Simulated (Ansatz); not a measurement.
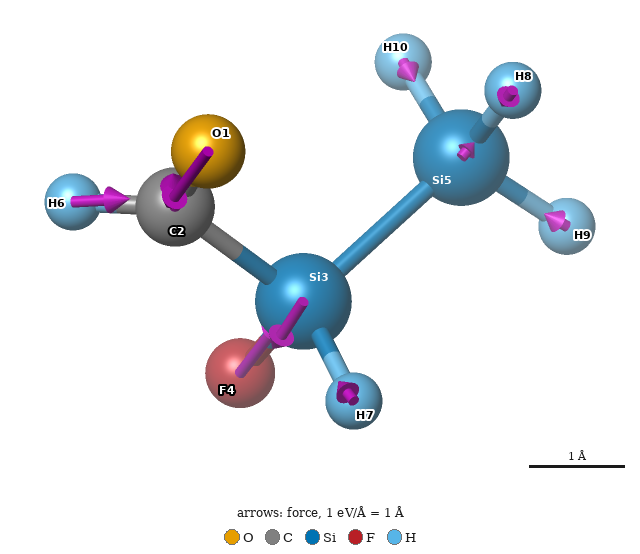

Starting geometry of CH5FOSi2 with the computed forces as purple arrows. Style: ball-and-stick. Shown at a tilt.

The start comes from PBE-D4/def2-SVP.

Computed with Ansatz, RKS PBE0-D4/def2-TZVP.

Input
```yaml
crystal:
  periodic: [false, false, false]
  atoms:
    - {symbol: O, position_ang: [-0.482503, 2.222423, 0.936271]}
    - {symbol: C, position_ang: [-0.340784, 1.138865, 1.478677]}
    - {symbol: Si, position_ang: [0.725216, -0.192981, 0.559715]}
    - {symbol: F, position_ang: [0.840170, -1.567774, 1.464550]}
    - {symbol: Si, position_ang: [-0.311389, -0.667978, -1.500760]}
    - {symbol: H, position_ang: [-0.832569, 0.914724, 2.479563]}
    - {symbol: H, position_ang: [2.103982, 0.386873, 0.395415]}
    - {symbol: H, position_ang: [-0.448601, 0.615262, -2.272439]}
    - {symbol: H, position_ang: [0.505566, -1.652659, -2.291405]}
    - {symbol: H, position_ang: [-1.675987, -1.247955, -1.246686]}
basis:
  gaussian: {orbitals: def2-TZVP}
hamiltonian: {xc: pbe0, dispersion: d4}
relax: {f_tol: 0.005, max_steps: 150}
```

Command:
```bash
ansatz run in.yaml --threads 4 --pin off --events-out ev --progress --plain --max-ram 10444MiB
```

### Is this structure relaxed? If not, where do the atoms go?

It isn't relaxed: the largest force vector, on O1, is 1.30 eV/Å. The final displacements have little in common with the starting forces (cosine between the two patterns 0.26). Over 10 accepted moves (11 points after the start) the energy falls by 0.065 eV. The largest force component goes from 1.1 to 0.0046 eV/Å. The line search rejected the trial step at point 2 of the run. The largest move after the best rigid fit is that of O1, 0.11 Å. By element the largest moves are O 0.11 Å, H 0.10 Å, F 0.07 Å, C 0.03 Å, Si 0.03 Å. Among the contacts that change: Si3–F4 1.650 → 1.607 Å, C2–H6 1.137 → 1.116 Å, Si3–H7 1.505 → 1.486 Å, C2–Si3 1.938 → 1.921 Å. Cost: 26 s on 4 threads of Intel Xeon Platinum 8488C (shared host).
